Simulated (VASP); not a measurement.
# Si2Ni: structure and properties in VASP, part 2 of 7

What structure and properties does PBE + U give Si2Ni, and how near are they to the measured ones? The start is a cell from a database of measured crystal structures.

VASP 6.6.1, plane waves and PAW; the level of theory is named at each step.

Still holding for the runs below: A U on the itinerant d states of such a compound is hard to justify; it moves the bands at the Fermi level.

So far. Step 2 (Magnetic order: ferromagnetic): The moments fall under 0.1 μB, and the mesh shows no gap.

**3. Magnetic order: antiferromagnetic, q = (0, 0, 1/2)**

This step: PBE, DFT+U (Ni d 3 eV), spin-polarised from an antiferromagnetic start; plane waves and PAW (Si, Ni) (VASP 6.6.1).

System of this step: Si2Ni. Symmetry: Fm-3m, No. 225, cubic system. Conventional cell: a = 5.406 Å, b = 5.406 Å, c = 5.406 Å, α = 90.00°, β = 90.00°, γ = 90.00°. Nearest to Si lie 4 Ni at 2.34 Å. Nearest to Ni lie 8 Si at 2.34 Å. Farther neighbours are not listed.

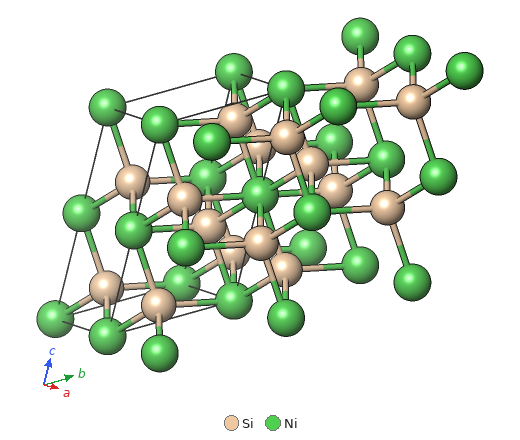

The cell of this step (silicon light orange, nickel green). 2×2×1 cells are drawn. Some periodic images of atoms are drawn too.

Next, a pattern with opposite moments, which needs a doubled cell; q is given in the reciprocal vectors of the primitive cell.

INCAR

```
SYSTEM = Si2Ni
PREC = Accurate
ENCUT = 400
EDIFF = 1E-06
NELM = 100
ISMEAR = 0
SIGMA = 0.05
LREAL = .FALSE.
ALGO = Normal
GGA = PE
NBANDS = 27
ISPIN = 2
MAGMOM = 0 0 0 0 1 -1
LDAU = .TRUE.
LDAUTYPE = 2
LDAUL = -1 2
LDAUU = 0 3
LDAUJ = 0 0
LDAUPRINT = 1
LASPH = .TRUE.
LMAXMIX = 4
LORBIT = 11
LWAVE = .FALSE.
LCHARG = .FALSE.
KPAR = 8
ISIF = 2
```

POSCAR

```
Si2Ni
1.0
    0.0000000000      2.7030000000      2.7030000000
    2.7030000000      0.0000000000      2.7030000000
    5.4060000000      5.4060000000      0.0000000000
Si Ni
4 2
Direct
    0.2500000000      0.2500000000      0.1250000000
    0.2500000000      0.2500000000      0.6250000000
    0.7500000000      0.7500000000      0.3750000000
    0.7500000000      0.7500000000      0.8750000000
    0.0000000000      0.0000000000      0.0000000000
    0.0000000000      0.0000000000      0.5000000000
```

KPOINTS

```
Automatic mesh
0
Gamma
7 7 7
0 0 0
```

Potentials, in the order of the species: Si and Ni (PBE family, release 64).

The run is started by

```sh
mpirun -np 8 vasp_std
```

The log of the run:

```text
[banner, memory and clock lines left out]
running    8 mpi-ranks, on    1 nodes
 distrk:  each k-point on    1 cores,    8 groups
 distr:  one band on    1 cores,    1 groups

 POSCAR found type information on POSCAR SiNi
 POSCAR found :  2 types and       6 ions
 [... a notice as in an earlier step ...]

 LDA part: xc-table for (Slater+PW92), standard interpolation
 POSCAR, INCAR and KPOINTS ok, starting setup
 FFT: planning ... GRIDC
 FFT: planning ... GRID_SOFT
 FFT: planning ... GRID
 WAVECAR not read
 entering main loop
       N       E                     dE             d eps       ncg     rms          rms(c)
DAV:   1     0.178972556067E+03    0.17897E+03   -0.12990E+04  4784   0.114E+03
DAV:   2    -0.200917204740E+02   -0.19906E+03   -0.18868E+03  4805   0.263E+02
DAV:   3    -0.328604476891E+02   -0.12769E+02   -0.12430E+02  5830   0.799E+01
DAV:   4    -0.331771323275E+02   -0.31668E+00   -0.31462E+00  5937   0.117E+01
DAV:   5    -0.331855423327E+02   -0.84100E-02   -0.84062E-02  6040   0.199E+00    0.202E+01
DAV:   6    -0.376967402876E+02   -0.45112E+01   -0.54995E+01  5395   0.134E+02    0.240E+01
DAV:   7    -0.310727510424E+02    0.66240E+01   -0.17032E+01  5749   0.887E+01    0.478E+00
DAV:   8    -0.311898804339E+02   -0.11713E+00   -0.29472E+00  7330   0.196E+01    0.426E+00
DAV:   9    -0.310483130237E+02    0.14157E+00   -0.56921E-01  5681   0.127E+01    0.790E-01
DAV:  10    -0.310528220415E+02   -0.45090E-02   -0.28946E-02  7259   0.247E+00    0.376E-01
DAV:  11    -0.310529104708E+02   -0.88429E-04   -0.17359E-03  5765   0.392E-01    0.207E-01
DAV:  12    -0.310530382280E+02   -0.12776E-03   -0.46968E-04  5435   0.215E-01    0.674E-02
DAV:  13    -0.310531195549E+02   -0.81327E-04   -0.10936E-04  5759   0.102E-01    0.268E-02
DAV:  14    -0.310531310884E+02   -0.11534E-04   -0.17405E-05  5591   0.555E-02    0.131E-02
DAV:  15    -0.310531334896E+02   -0.24012E-05   -0.55564E-06  5258   0.306E-02    0.530E-03
DAV:  16    -0.310531337609E+02   -0.27135E-06   -0.10802E-06  3959   0.911E-03
   1 F= -.31053134E+02 E0= -.31052639E+02  d E =-.989489E-03  mag=     0.0000
```

Run time: 18 s. Hardware: 8 MPI ranks of Intel Xeon 6975P-C (Granite Rapids), shared host; peak memory 2.4 GiB.

OUTCAR, selected parts (step 3):

```text
  LATTYP: Found a trigonal (rhomboedric) cell.
 ALAT       =     6.6209707747
 COS(alpha) =     0.8333333333

 Subroutine GETGRP returns: Found 12 space group operations
 (whereof 12 operations were pure point group operations)

The static configuration has the point symmetry D_3d.

 Found     44 irreducible k-points:

   k-points           NKPTS =     44   k-points in BZ     NKDIM =     44   number of bands    NBANDS=     27

   dimension x,y,z NGX =    28 NGY =   28 NGZ =   50
   dimension x,y,z NGXF=    56 NGYF=   56 NGZF=  100

   ENCUT  =  400.0 eV  29.40 Ry    5.42 a.u.   6.23  6.23 12.47*2*pi/ulx,y,z

   NELECT =      36.0000    total number of electrons

atom =   5  type =  2  l = 2

 onsite density matrix

spin component  1

  0.8426 -0.0001  0.0001 -0.0001 -0.0000
 -0.0001  0.8426  0.0001  0.0001 -0.0001
  0.0001  0.0001  0.8956  0.0001  0.0000
 -0.0001  0.0001  0.0001  0.8426  0.0001
 -0.0000 -0.0001  0.0000  0.0001  0.8956

spin component  2

 occupancies and eigenvectors

  o =  0.8425  v =  0.0000  0.0000  0.0000  0.0000  0.0000  0.1151  0.7576 -0.0004 -0.6425  0.0027      0.0000  0.0000  0.0000  0.0000  0.0000  0.0000  0.0000  0.0000  0.0000  0.0000
  o =  0.8425  v =  0.0000  0.0000  0.0000  0.0000  0.0000 -0.8083 -0.3045  0.0027 -0.5039  0.0004      0.0000  0.0000  0.0000  0.0000  0.0000  0.0000  0.0000  0.0000  0.0000  0.0000
  o =  0.8425  v =  0.1701  0.7766 -0.0005 -0.6066  0.0025  0.0000  0.0000  0.0000  0.0000  0.0000      0.0000  0.0000  0.0000  0.0000  0.0000  0.0000  0.0000  0.0000  0.0000  0.0000
  o =  0.8425  v = -0.7986 -0.2520  0.0025 -0.5466  0.0005  0.0000  0.0000  0.0000  0.0000  0.0000      0.0000  0.0000  0.0000  0.0000  0.0000  0.0000  0.0000  0.0000  0.0000  0.0000
  o =  0.8429  v =  0.0000  0.0000  0.0000  0.0000  0.0000 -0.5774  0.5774 -0.0000  0.5774 -0.0000      0.0000  0.0000  0.0000  0.0000  0.0000  0.0000  0.0000  0.0000  0.0000  0.0000
  o =  0.8429  v = -0.5774  0.5774  0.0000  0.5774 -0.0000  0.0000  0.0000  0.0000  0.0000  0.0000      0.0000  0.0000  0.0000  0.0000  0.0000  0.0000  0.0000  0.0000  0.0000  0.0000
  o =  0.8956  v =  0.0000  0.0000  0.0000  0.0000  0.0000  0.0000 -0.0019  0.0000  0.0019  1.0000      0.0000  0.0000  0.0000  0.0000  0.0000  0.0000  0.0000  0.0000  0.0000  0.0000
  o =  0.8956  v =  0.0000  0.0000  0.0000  0.0000  0.0000  0.0022  0.0011  1.0000  0.0011 -0.0000      0.0000  0.0000  0.0000  0.0000  0.0000  0.0000  0.0000  0.0000  0.0000  0.0000
  o =  0.8956  v =  0.0000 -0.0018  0.0000  0.0018  1.0000  0.0000  0.0000  0.0000  0.0000  0.0000      0.0000  0.0000  0.0000  0.0000  0.0000  0.0000  0.0000  0.0000  0.0000  0.0000
  o =  0.8956  v =  0.0021  0.0011  1.0000  0.0011 -0.0000  0.0000  0.0000  0.0000  0.0000  0.0000      0.0000  0.0000  0.0000  0.0000  0.0000  0.0000  0.0000  0.0000  0.0000  0.0000

atom =   6  type =  2  l = 2

 onsite density matrix

spin component  1

  0.8426 -0.0001  0.0001 -0.0001  0.0000
 -0.0001  0.8426  0.0001  0.0001 -0.0001
  0.0001  0.0001  0.8956  0.0001  0.0000
 -0.0001  0.0001  0.0001  0.8426  0.0001
  0.0000 -0.0001  0.0000  0.0001  0.8956

spin component  2

 occupancies and eigenvectors

  o =  0.8425  v =  0.0000 -0.7071 -0.0000  0.7071 -0.0027  0.0000  0.0000  0.0000  0.0000  0.0000      0.0000  0.0000  0.0000  0.0000  0.0000  0.0000  0.0000  0.0000  0.0000  0.0000
  o =  0.8425  v = -0.8165 -0.4082  0.0027 -0.4082 -0.0000  0.0000  0.0000  0.0000  0.0000  0.0000      0.0000  0.0000  0.0000  0.0000  0.0000  0.0000  0.0000  0.0000  0.0000  0.0000
  o =  0.8425  v =  0.0000  0.0000  0.0000  0.0000  0.0000  0.0000 -0.7071 -0.0000  0.7071 -0.0026      0.0000  0.0000  0.0000  0.0000  0.0000  0.0000  0.0000  0.0000  0.0000  0.0000
  o =  0.8425  v =  0.0000  0.0000  0.0000  0.0000  0.0000 -0.8165 -0.4082  0.0026 -0.4082 -0.0000      0.0000  0.0000  0.0000  0.0000  0.0000  0.0000  0.0000  0.0000  0.0000  0.0000
  o =  0.8429  v =  0.5774 -0.5774 -0.0000 -0.5774 -0.0000  0.0000  0.0000  0.0000  0.0000  0.0000      0.0000  0.0000  0.0000  0.0000  0.0000  0.0000  0.0000  0.0000  0.0000  0.0000
  o =  0.8429  v =  0.0000  0.0000  0.0000  0.0000  0.0000  0.5774 -0.5774  0.0000 -0.5774 -0.0000      0.0000  0.0000  0.0000  0.0000  0.0000  0.0000  0.0000  0.0000  0.0000  0.0000
  o =  0.8956  v = -0.0022 -0.0011 -1.0000 -0.0011 -0.0000  0.0000  0.0000  0.0000  0.0000  0.0000      0.0000  0.0000  0.0000  0.0000  0.0000  0.0000  0.0000  0.0000  0.0000  0.0000
  o =  0.8956  v =  0.0000 -0.0019 -0.0000  0.0019  1.0000  0.0000  0.0000  0.0000  0.0000  0.0000      0.0000  0.0000  0.0000  0.0000  0.0000  0.0000  0.0000  0.0000  0.0000  0.0000
  o =  0.8956  v =  0.0000  0.0000  0.0000  0.0000  0.0000  0.0000 -0.0018 -0.0000  0.0018  1.0000      0.0000  0.0000  0.0000  0.0000  0.0000  0.0000  0.0000  0.0000  0.0000  0.0000
  o =  0.8956  v =  0.0000  0.0000  0.0000  0.0000  0.0000 -0.0021 -0.0011 -1.0000 -0.0011 -0.0000      0.0000  0.0000  0.0000  0.0000  0.0000  0.0000  0.0000  0.0000  0.0000  0.0000

 E-fermi :  10.2669

 spin component 1
 k-point     1 :       0.0000    0.0000    0.0000
  band No.  band energies     occupation
    ...
     12       6.6403      1.00000
     13       6.6403      1.00000
     14       9.0120      1.00000
     15       9.0120      1.00000
     16      10.0837      1.00000
     17      11.9635      0.00000
     18      11.9635      0.00000
     19      11.9638      0.00000
     20      12.0551      0.00000
     21      12.0551      0.00000
    ...

 k-point     2 :       0.1429    0.0000    0.0000
  band No.  band energies     occupation
    ...
     12       6.5580      1.00000
     13       6.6356      1.00000
     14       8.1617      1.00000
     15       8.4170      1.00000
     16       9.1914      1.00000
     17      10.9901      0.00000
     18      11.0512      0.00000
     19      11.0814      0.00000
     20      11.0826      0.00000
     21      13.0031      0.00000
    ...

 k-point     3 :       0.2857    0.0000    0.0000
  band No.  band energies     occupation
    ...
     14       7.4020      1.00000
     15       7.4925      1.00000
     16       7.4949      1.00000
     17       9.9969      1.00000
     18       9.9989      1.00000
     19      10.3920      0.00020
     20      11.6528      0.00000
     21      12.5697      0.00000
     22      12.5706      0.00000
     23      13.5870      0.00000
    ...

 k-point     4 :       0.4286    0.0000    0.0000
  band No.  band energies     occupation
    ...
     15       6.8711      1.00000
     16       6.8887      1.00000
     17       9.1495      1.00000
     18       9.1518      1.00000
     19       9.8764      1.00000
     20      11.9220      0.00000
     21      12.1087      0.00000
     22      12.1101      0.00000
     23      12.1110      0.00000
     24      13.0639      0.00000
    ...

  Total        0.1448786      0.1448786      0.1448786     -0.0087507      0.0087507      0.0087507
  in kB        2.9384386      2.9384386      2.9384386     -0.1774833      0.1774833      0.1774833
  external PRESSURE =       2.9384386 kB  Pullay stress =       0.0000000 kB

  energy-cutoff  :      400.00
  volume of cell :       78.99
      direct lattice vectors                 reciprocal lattice vectors
     0.000000000  2.703000000  2.703000000    -0.184979652  0.184979652  0.184979652
     2.703000000  0.000000000  2.703000000     0.184979652 -0.184979652  0.184979652
     5.406000000  5.406000000  0.000000000     0.092489826  0.092489826 -0.092489826

 POSITION                                       TOTAL-FORCE (eV/Angst)
 -----------------------------------------------------------------------------------
      1.35150      1.35150      1.35150        -0.001222     -0.001222      0.001222
      4.05450      4.05450      1.35150        -0.001222     -0.001222      0.001222
      4.05450      4.05450      4.05450         0.001222      0.001222     -0.001222
      6.75750      6.75750      4.05450         0.001222      0.001222     -0.001222
      0.00000      0.00000      0.00000         0.000000     -0.000000     -0.000000
      2.70300      2.70300      0.00000         0.000000     -0.000000     -0.000000
 -----------------------------------------------------------------------------------
    total drift:                               -0.000000      0.000000      0.000000

  FREE ENERGIE OF THE ION-ELECTRON SYSTEM (eV)
  ---------------------------------------------------
  free  energy   TOTEN  =       -31.0531337609 eV

  energy  without entropy=      -31.0521442722  energy(sigma->0) =      -31.05263902

 total charge
# of ion       s       p       d       tot
------------------------------------------
    1        0.744   0.837   0.000   1.581
    2        0.744   0.837   0.000   1.581
    3        0.744   0.837   0.000   1.581
    4        0.744   0.837   0.000   1.581
    5        0.545   0.772   8.602   9.919
    6        0.545   0.772   8.602   9.919
--------------------------------------------------
tot          4.064   4.893  17.205  26.162

 magnetization (x)
# of ion       s       p       d       tot
------------------------------------------
    1       -0.000  -0.000   0.000  -0.000
    2        0.000   0.000   0.000   0.000
    3        0.000   0.000   0.000   0.000
    4       -0.000  -0.000   0.000  -0.000
    5       -0.000  -0.000   0.000   0.000
    6        0.000   0.000  -0.000  -0.000
--------------------------------------------------
tot          0.000   0.000   0.000   0.000

[... 6 further parts left out ...]
```

Numbers from this step:

| Quantity | Value |
| --- | --- |
| SCF cycles | 16 |
| electrons | 36 |
| bands | 27 |
| irreducible k-points | 44 |
| symmetry operations | 12 |
| free energy (TOTEN) | -31.05 eV |
| energy at zero smearing | -31.05 eV |
| Fermi energy | 10.27 eV |
| pressure | 0.2938 GPa |

The spin moment in the PAW sphere vanishes on all atoms.

The energy lies +0.5 meV an atom from the first pattern, a difference of sampling, since both runs hold the same state. The moments fall under 0.1 μB, and the mesh shows no gap.

(Continued in part 3 of 7.)

[Lines on the potential files, build, host, timing and source positions are cut from VASP's logs without a mark.]

[Logs are printed without paths, hosts, clocks, repeated set-up lines and the standing remarks that a program may print on its own settings, such as how far it seeks lower states.]

[Hosts, paths, dates, database ids (printed as entryN), source tags and the programs' standing remarks are cut or masked in the printed files.]

[A measured line is paired with the nearest computed mode of its activity, which favours agreement.]

[In band tables of VASP the shares of atoms and orbitals are scaled to a sum of 1 inside the atoms' spheres.]
